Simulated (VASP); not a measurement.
Band structure of Ho (hcp). Computed with SCAN meta-GGA, VASP's PBE PAW potentials (set 64) (plane waves; VASP).

The 4f electrons are frozen in the core of the lanthanide potential, so 4f levels, which can set the real gap, and their magnetism are missing.

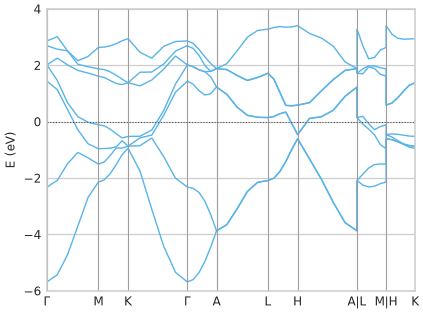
*Bands along high-symmetry lines, zero at the valence-band maximum or, without a gap, the Fermi level*

**Question.** Read the plot: is there a gap, and where are the band edges?

**Answer.** It has no gap at this level: it comes out as a metal or semimetal.

The compound is Ho in the hcp structure. It was relaxed first.
